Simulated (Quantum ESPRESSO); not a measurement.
# Voltage at the next charge: Nb(110), 4 layers, one monolayer of N on longbridge sites against an electrode

How the rows were computed: Quantum ESPRESSO 7.5, PBE, GBRV ultrasoft; ESM with bc3, a metal electrode 5.27 Å above the top atoms; cell area 7.700 Å²; ions fixed. V is the potential energy of an electron at the electrode over the slab's Fermi level, divided by e, so that it equals the work function at zero charge; positive charge removes electrons.

| charge (e a cell) | V (V) |
| --- | --- |
| 0 | 6.230 |
| 0.0116 | 7.474 |
| 0.0231 | 8.710 |

**Question.** What is V at a charge of 0.0462 e, and what capacitance do the rows imply?

**Fit.** The last two rows give dV/dq = (8.710 − 7.474)/(0.0231 − 0.0116) = 107.5 V/e, so C = 1602/(7.700 × 107.5) = 1.94 µF/cm², an effective gap of 8.854/1.94 = 4.57 Å. At constant C, V = 8.710 + 107.5 × 0.0231 = 11.19 V.

What the calculation gave: V = 11.208 V; the estimate misses by −0.02 V, 0.6 % of the step. Over the three intervals C goes 1.94, 1.94 and 1.92 µF/cm².

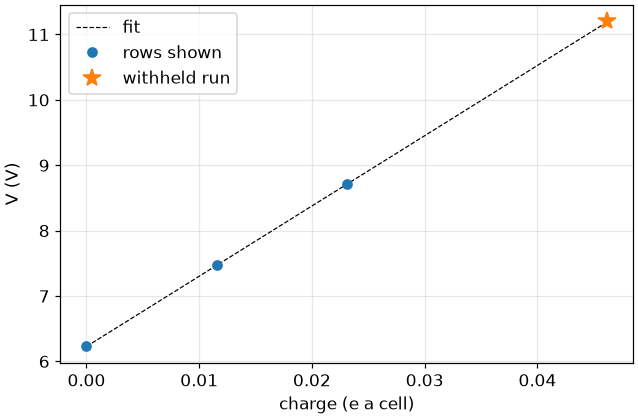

The rows shown, the fit and the withheld run.

**Limits.** Vacuum fills the gap; a dielectric or electrolyte would change C. The slab is thin.
